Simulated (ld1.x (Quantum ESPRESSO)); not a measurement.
# Run report: Ce, pseudopotential generation (part 2 of 2)

Continued. System: cerium (Ce, Z = 58), core [Kr] 4d10, reference valence 4f1 5s2 5p6 5d1 6s2 6p0, valence charge 12. Method: RRKJ potential, Wu–Cohen, fully relativistic, made with ld1.x (Quantum ESPRESSO) 7.5.

## Output of the test run (extracts), continued
```
     ---------------------- Testing the pseudopotential ----------------------

     Ce
     dirac relativistic calculation

     atomic number is 58.00   valence charge is 12.00
     dft =WC   lsd =0 sic =0 latt =0  beta=0.20 tr2=1.0E-14
     mesh =1255 r(mesh) = 100.94310 xmin = -7.00 dx = 0.01250

     n l  j  nl             e AE (Ry)       e PS (Ry)    De AE-PS (Ry)
     4 3 2.5 4F   1( 0.43)       -2.12307       -2.11896       -0.00411
     4 3 3.5 4F   1( 0.57)       -2.09784       -2.09382       -0.00402
     1 0 0.5 5S   1( 2.00)       -4.67940       -4.68049        0.00109
     2 1 0.5 5P   1( 2.00)       -3.52463       -3.52656        0.00192
     2 1 1.5 5P   1( 4.00)       -3.31101       -3.31325        0.00224
     3 2 1.5 5D   1( 0.00)       -1.74929       -1.75216        0.00287
     3 2 2.5 5D   1( 0.00)       -1.72566       -1.72857        0.00290
     2 0 0.5 6S   1( 0.00)       -1.50946       -1.51709        0.00763  !
     3 1 0.5 6P   1( 0.00)       -1.20420       -1.22316        0.01896  !
     3 1 1.5 6P   1( 0.00)       -1.16127       -1.17849        0.01722  !

     eps = 2.0E-13  iter =201

     Etot =  -17725.976243 Ry,   -8862.988122 Ha, -241174.193069 eV
     Etotps =   -74.627637 Ry,     -37.313819 Ha,   -1015.360728 eV
     dEtot_ae =       2.660662 Ry
     dEtot_ps =       2.670255 Ry,   Delta E=      -0.009593 Ry

     Ekin =      34.080962 Ry,      17.040481 Ha,     463.695110 eV
     Encl =    -142.657619 Ry,     -71.328809 Ha,   -1940.955780 eV
     Ehrt =      45.384400 Ry,      22.692200 Ha,     617.486212 eV
     Ecxc =      -8.379469 Ry,      -4.189735 Ha,    -114.008489 eV
     Epseu=      -3.055911 Ry,      -1.527955 Ha,     -41.577782 eV

     ---------------------- End of pseudopotential test ----------------------

     ---------------------- Testing the pseudopotential ----------------------

     Ce
     dirac relativistic calculation

     atomic number is 58.00   valence charge is 12.00
     dft =WC   lsd =0 sic =0 latt =0  beta=0.20 tr2=1.0E-14
     mesh =1255 r(mesh) = 100.94310 xmin = -7.00 dx = 0.01250

     n l  j  nl             e AE (Ry)       e PS (Ry)    De AE-PS (Ry)
     4 3 2.5 4F   1( 0.86)       -0.47471       -0.49207        0.01735  !
     4 3 3.5 4F   1( 1.14)       -0.45378       -0.47058        0.01680  !
     1 0 0.5 5S   1( 2.00)       -3.17904       -3.18262        0.00358
     2 1 0.5 5P   1( 2.00)       -2.08196       -2.07857       -0.00339
     2 1 1.5 5P   1( 4.00)       -1.89279       -1.89218       -0.00061
     3 2 1.5 5D   1( 0.00)       -0.54689       -0.55257        0.00568  !
     3 2 2.5 5D   1( 0.00)       -0.53297       -0.53873        0.00576  !
     2 0 0.5 6S   1( 1.00)       -0.58037       -0.58229        0.00193
     3 1 0.5 6P   1( 0.00)       -0.38594       -0.38822        0.00228
     3 1 1.5 6P   1( 0.00)       -0.36660       -0.36850        0.00190

     eps = 4.5E-15  iter = 35

     Etot =  -17728.243441 Ry,   -8864.121720 Ha, -241205.039867 eV
     Etotps =   -76.911168 Ry,     -38.455584 Ha,   -1046.429743 eV
     dEtot_ae =       0.393464 Ry
     dEtot_ps =       0.386725 Ry,   Delta E=       0.006739 Ry

     Ekin =      48.560316 Ry,      24.280158 Ha,     660.696752 eV
     Encl =    -163.435851 Ry,     -81.717926 Ha,   -2223.658036 eV
     Ehrt =      60.198821 Ry,      30.099410 Ha,     819.046681 eV
     Ecxc =      -9.633763 Ry,      -4.816881 Ha,    -131.074018 eV
     Epseu=     -12.600690 Ry,      -6.300345 Ha,    -171.441123 eV

     ---------------------- End of pseudopotential test ----------------------

     ---------------------- Testing the pseudopotential ----------------------

     Ce
     dirac relativistic calculation

     atomic number is 58.00   valence charge is 12.00
     dft =WC   lsd =0 sic =0 latt =0  beta=0.20 tr2=1.0E-14
     mesh =1255 r(mesh) = 100.94310 xmin = -7.00 dx = 0.01250

     n l  j  nl             e AE (Ry)       e PS (Ry)    De AE-PS (Ry)
     4 3 2.5 4F   1( 0.43)       -0.61939       -0.62048        0.00110
     4 3 3.5 4F   1( 0.57)       -0.59492       -0.59602        0.00109
     1 0 0.5 5S   1( 2.00)       -3.18859       -3.18932        0.00073
     2 1 0.5 5P   1( 2.00)       -2.05479       -2.05554        0.00075
     2 1 1.5 5P   1( 4.00)       -1.85143       -1.85214        0.00070
     3 2 1.5 5D   1( 0.40)       -0.42992       -0.43038        0.00046
     3 2 2.5 5D   1( 0.60)       -0.41407       -0.41453        0.00046
     2 0 0.5 6S   1( 1.50)       -0.44726       -0.44977        0.00251
     3 1 0.5 6P   1( 0.00)       -0.25553       -0.25979        0.00426
     3 1 1.5 6P   1( 0.00)       -0.23728       -0.24073        0.00345

     eps = 6.5E-15  iter = 28

     Etot =  -17728.456082 Ry,   -8864.228041 Ha, -241207.932992 eV
     Etotps =   -77.115968 Ry,     -38.557984 Ha,   -1049.216192 eV
     dEtot_ae =       0.180823 Ry
     dEtot_ps =       0.181924 Ry,   Delta E=      -0.001101 Ry

     Ekin =      35.403222 Ry,      17.701611 Ha,     481.685376 eV
     Encl =    -160.786707 Ry,     -80.393353 Ha,   -2187.614593 eV
     Ehrt =      60.385926 Ry,      30.192963 Ha,     821.592373 eV
     Ecxc =      -9.436324 Ry,      -4.718162 Ha,    -128.387732 eV
     Epseu=      -2.682084 Ry,      -1.341042 Ha,     -36.491615 eV

     ---------------------- End of pseudopotential test ----------------------

     ---------------------- Testing the pseudopotential ----------------------

     Ce
     dirac relativistic calculation

     atomic number is 58.00   valence charge is 12.00
     dft =WC   lsd =0 sic =0 latt =0  beta=0.20 tr2=1.0E-14
     mesh =1255 r(mesh) = 100.94310 xmin = -7.00 dx = 0.01250

     n l  j  nl             e AE (Ry)       e PS (Ry)    De AE-PS (Ry)
     4 3 2.5 4F   1( 0.43)       -0.34958       -0.35306        0.00348
     4 3 3.5 4F   1( 0.57)       -0.32526       -0.32870        0.00344
     1 0 0.5 5S   1( 2.00)       -2.91903       -2.92046        0.00142
     2 1 0.5 5P   1( 2.00)       -1.78884       -1.79022        0.00138
     2 1 1.5 5P   1( 4.00)       -1.58726       -1.58841        0.00115
     3 2 1.5 5D   1( 0.60)       -0.19690       -0.19723        0.00033
     3 2 2.5 5D   1( 0.90)       -0.18303       -0.18335        0.00032
     2 0 0.5 6S   1( 1.50)       -0.25627       -0.25830        0.00204
     3 1 0.5 6P   1( 0.00)       -0.09404       -0.09674        0.00270
     3 1 1.5 6P   1( 0.00)       -0.08143       -0.08352        0.00208

     eps = 2.8E-15  iter = 43

     Etot =  -17728.606845 Ry,   -8864.303422 Ha, -241209.984225 eV
     Etotps =   -77.266924 Ry,     -38.633462 Ha,   -1051.270053 eV
     dEtot_ae =       0.030060 Ry
     dEtot_ps =       0.030968 Ry,   Delta E=      -0.000908 Ry

     Ekin =      35.643277 Ry,      17.821638 Ha,     484.951484 eV
     Encl =    -164.009194 Ry,     -82.004597 Ha,   -2231.458768 eV
     Ehrt =      63.421725 Ry,      31.710862 Ha,     862.896524 eV
     Ecxc =      -9.654129 Ry,      -4.827065 Ha,    -131.351120 eV
     Epseu=      -2.668602 Ry,      -1.334301 Ha,     -36.308173 eV

     ---------------------- End of pseudopotential test ----------------------

     ---------------------- Testing the pseudopotential ----------------------

     Ce
     dirac relativistic calculation

     atomic number is 58.00   valence charge is 12.00
     dft =WC   lsd =0 sic =0 latt =0  beta=0.20 tr2=1.0E-14
     mesh =1255 r(mesh) = 100.94310 xmin = -7.00 dx = 0.01250

     n l  j  nl             e AE (Ry)       e PS (Ry)    De AE-PS (Ry)
     4 3 2.5 4F   1( 0.43)       -1.25692       -1.24434       -0.01257  !
     4 3 3.5 4F   1( 0.57)       -1.23107       -1.21856       -0.01251  !
     1 0 0.5 5S   1( 1.00)       -3.76244       -3.75346       -0.00898  !
     2 1 0.5 5P   1( 2.00)       -2.59672       -2.59336       -0.00336
     2 1 1.5 5P   1( 4.00)       -2.37927       -2.37603       -0.00324
     3 2 1.5 5D   1( 0.40)       -0.83972       -0.83621       -0.00351
     3 2 2.5 5D   1( 0.60)       -0.81837       -0.81494       -0.00344
     2 0 0.5 6S   1( 2.00)       -0.72850       -0.73175        0.00325
     3 1 0.5 6P   1( 0.00)       -0.48587       -0.49563        0.00976  !
     3 1 1.5 6P   1( 0.00)       -0.45780       -0.46616        0.00836  !

     eps = 9.0E-15  iter = 34

     Etot =  -17725.276026 Ry,   -8862.638013 Ha, -241164.666124 eV
     Etotps =   -73.941065 Ry,     -36.970532 Ha,   -1006.019433 eV
     dEtot_ae =       3.360879 Ry
     dEtot_ps =       3.356828 Ry,   Delta E=       0.004052 Ry

     Ekin =      36.332732 Ry,      18.166366 Ha,     494.332007 eV
     Encl =    -152.901446 Ry,     -76.450723 Ha,   -2080.330151 eV
     Ehrt =      54.650527 Ry,      27.325263 Ha,     743.558299 eV
     Ecxc =      -8.774555 Ry,      -4.387277 Ha,    -119.383897 eV
     Epseu=      -3.248323 Ry,      -1.624162 Ha,     -44.195690 eV

     ---------------------- End of pseudopotential test ----------------------
```

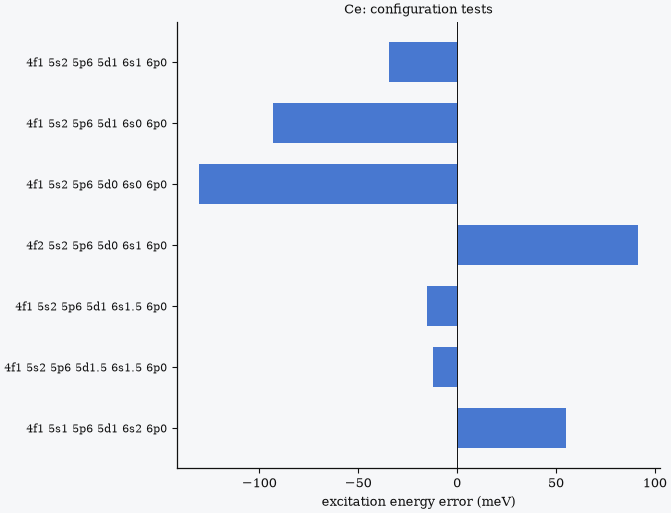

Errors, all-electron minus pseudo, of the energies of valence configurations relative to the unpolarised reference 4f1 5s2 5p6 5d1 6s2 6p0.

- Worst configuration: 4f1 5s2 5p6 5d0 6s0 6p0 (charge +3): the error is -131 meV on an all-electron energy of +36.20 eV relative to the reference, or 0.36 %.
- Errors in meV: 4f1 5s2 5p6 5d1 6s1 6p0: -34; 4f1 5s2 5p6 5d1 6s0 6p0: -93; 4f1 5s2 5p6 5d0 6s0 6p0: -131; 4f2 5s2 5p6 5d0 6s1 6p0: +92; 4f1 5s2 5p6 5d1 6s1.5 6p0: -15; 4f1 5s2 5p6 5d1.5 6s1.5 6p0: -12; 4f1 5s1 5p6 5d1 6s2 6p0: +55.
- Configurations within 10 meV and within 50 meV: 0 and 3 of 7. In the spherical-Bessel test 5d3/2 stands at −0.188 Ry at the top cutoff of 400 Ry against −0.234 Ry all-electron; 5d5/2 stands at −0.174 Ry at the top cutoff of 400 Ry against −0.220 Ry all-electron; 6s stands at −0.251 Ry at the top cutoff of 400 Ry against −0.278 Ry all-electron (4 more miss too). Either such a state needs more than 400 Ry, or the test doesn't rebuild this potential faithfully. No cutoff can be given, and the search for ghost states has no verdict.

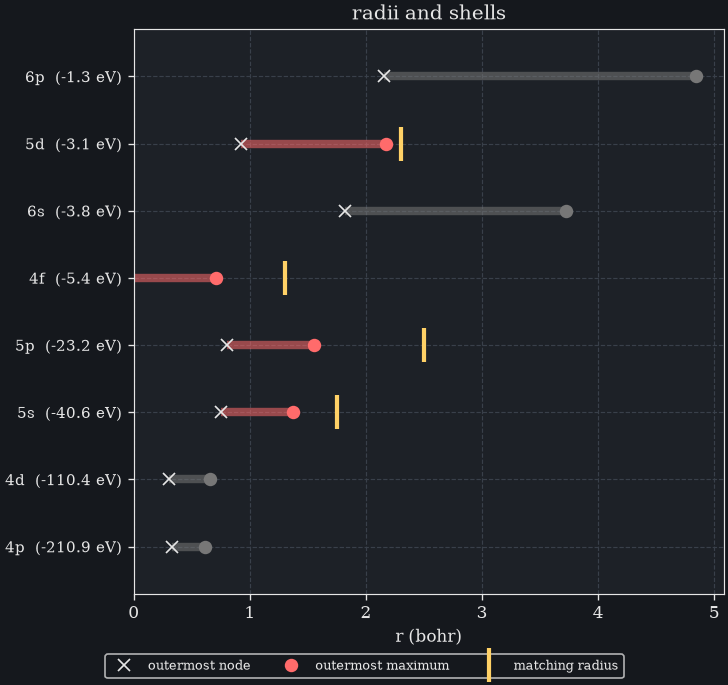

Outer shells of the all-electron reference atom: each bar runs from the outermost node (or the nucleus) to the outermost maximum of u(r); the tick is the radius chosen for the pseudo-wave. Shells without a tick have no pseudo-wave of their own. Levels, nodes and maxima are from ld1.x, scalar-relativistic.

- Radii against the shells: 5s: 1.75 bohr, outside the maximum; 5p: 2.50 bohr, outside the maximum; 4f: 1.30 bohr, outside the maximum; 5d: 2.30 bohr, outside the maximum.

## The input
```
 &input
   title='Ce', zed=58., rel=2, dft='WC', iswitch=3,
   config='[Xe] 4f1 5d1 6s2 6p0', rel_dist='average',
   nld=7, rlderiv=2.70, eminld=-5.0, emaxld=5.0, deld=0.02
 /
 &inputp
   pseudotype=2, tm=.false., rho0=0.001, lloc=-1, rcloc=2.00,
   nlcc=.false.,
   file_pseudopw='Ce.UPF', file_wfcaegen='ae.wfc', file_wfcncgen='nc.wfc', file_beta='beta', file_chi='chi'
 /
4
5S  1  0   2.00   0.00  1.75  1.75  0.0
5P  2  1   6.00   0.00  2.50  2.50  0.0
5D  3  2   1.00   0.00  2.30  2.30  0.0
4F  4  3   1.00   0.00  1.30  1.30  0.0
 &test
   configts(1)='4f1 5s2 5p6 5d1 6s2 6p0'
 /
```

## Input of the test run
```
 &input
   title='Ce', zed=58., rel=2, dft='WC', iswitch=2,
   config='[Xe] 4f1 5d1 6s2 6p0', rel_dist='average'
 /
 &test
   file_pseudo='Ce.UPF', nconf=8,
   configts(1)='4f1 5s2 5p6 5d1 6s2 6p0',
   configts(2)='4f1 5s2 5p6 5d1 6s1 6p0',
   configts(3)='4f1 5s2 5p6 5d1 6s0 6p0',
   configts(4)='4f1 5s2 5p6 5d0 6s0 6p0',
   configts(5)='4f2 5s2 5p6 5d0 6s1 6p0',
   configts(6)='4f1 5s2 5p6 5d1 6s1.5 6p0',
   configts(7)='4f1 5s2 5p6 5d1.5 6s1.5 6p0',
   configts(8)='4f1 5s1 5p6 5d1 6s2 6p0'
 /
```

Launched with:
```bash
ld1.x < Ce.in > Ce.out
```

## Key numbers

- outcome: generated; the Bessel test doesn't meet the 5d3/2 level
- largest excitation error: -131 meV (all-electron minus pseudo) for 4f1 5s2 5p6 5d0 6s0 6p0, out of 7 test configurations
- range over which the phases arctan(r u′/u) at the test radius agree within 0.05 rad (a looser test near the poles than one of phase shifts): s: up to about 0.5 Ry; p1/2: up to about 0.6 Ry; p3/2: up to about 0.8 Ry; d3/2: up to about 3.0 Ry; d5/2: up to about 3.0 Ry; f5/2: up to about 1.2 Ry; f7/2: up to about 1.2 Ry
- hardware: 1 CPU thread, shared host
- wall time: 2.8 s

## Notes

In the spherical-Bessel test 5d3/2 stands at −0.188 Ry at the top cutoff of 400 Ry against −0.234 Ry all-electron; 5d5/2 stands at −0.174 Ry at the top cutoff of 400 Ry against −0.220 Ry all-electron; 6s stands at −0.251 Ry at the top cutoff of 400 Ry against −0.278 Ry all-electron (4 more miss too). Either such a state needs more than 400 Ry, or the test doesn't rebuild this potential faithfully. No cutoff can be given, and the search for ghost states has no verdict.
